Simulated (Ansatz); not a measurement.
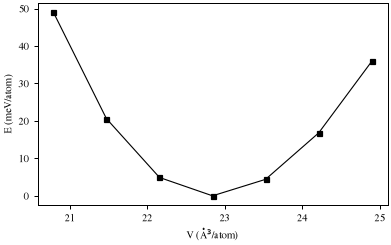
Figure. AlAs (zinc blende, F-43m) under volume change, the program Ansatz at the PBEsol level (PAW), scaled uniformly.

Question: What does a third-order Birch–Murnaghan fit give for V₀, B₀ and B′?

Answer: V₀ = 22.84 Å³/atom, B₀ = 72.1 GPa, B′ = 4.3.

The cell was relaxed with PBEsol under the symmetry of its start.

Potentials: the earlier of the program's two PAW sets. The files were generated under PBE; for other functionals the program regenerates the frozen cores, and for LDA and PBEsol the local potential too.
